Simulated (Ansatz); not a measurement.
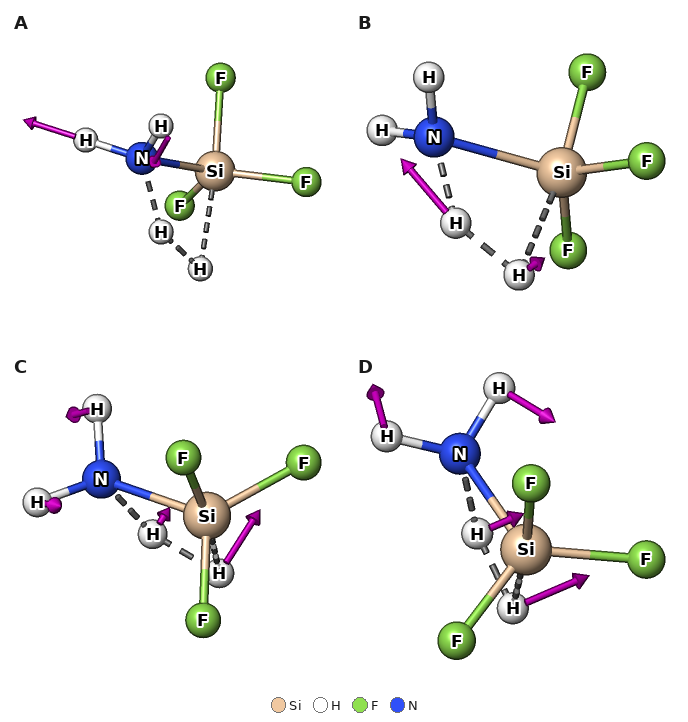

4 normal modes of one molecule or complex, as arrows. Broken sticks mark bonds that form or break. Harmonic vibrations computed with RKS PBE0-D4/def2-TZVP (Ansatz 0.2.0) at a stationary point of the same level. It is a saddle point of order 1.

Match the panels to the wavenumbers 1441i cm⁻¹, 696 cm⁻¹, 888 cm⁻¹, 3611 cm⁻¹.

Answer. A: 3611 cm⁻¹
B: 1441i cm⁻¹
C: 888 cm⁻¹
D: 696 cm⁻¹
